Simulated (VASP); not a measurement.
Band structure of BN (wurtzite). These are optB86b-vdW, VASP's PBE PAW potentials (set 64) (plane waves; VASP) values and carry that method's errors.

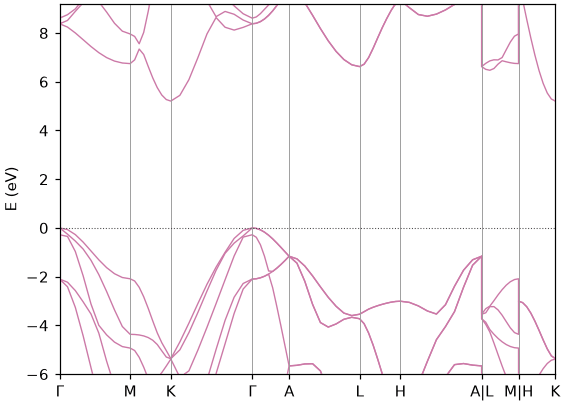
*Bands along high-symmetry lines, zero at the valence-band maximum or, without a gap, the Fermi level*

### Question
Read the plot: is there a gap, and where are the band edges?

### Answer
The gap is indirect, 5.21 eV, from the valence maximum at Γ to the conduction minimum at K. (Edges off the drawn lines would not show.)

The compound is BN in the wurtzite structure, a metastable high-pressure form. It was relaxed first.
